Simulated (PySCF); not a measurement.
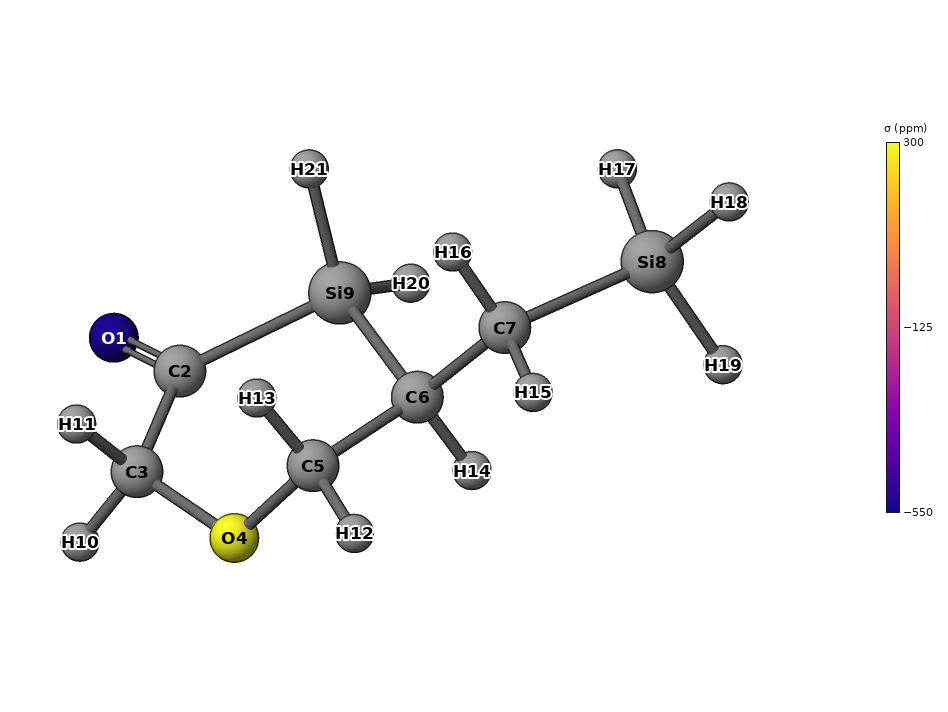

Atoms are coloured by their isotropic NMR shieldings (O only, the others grey). The computed structure is the end point of a GFN2-xTB optimisation. No frequency run is at hand to confirm it as a minimum. Level of theory: GIAO PBE0/pcSseg-1 NMR shielding, non-relativistic, gas phase (PySCF 2.14.0).

Give the isotropic NMR shieldings of the O atoms atom by atom.

```
atom  σ (ppm)
  O1   −523.7
  O4    289.2
```

The geometry is semi-empirical. Around Si such bond lengths and angles can be off by a tenth of an ångström or more and by several degrees, and values that hang on the shape move with them.
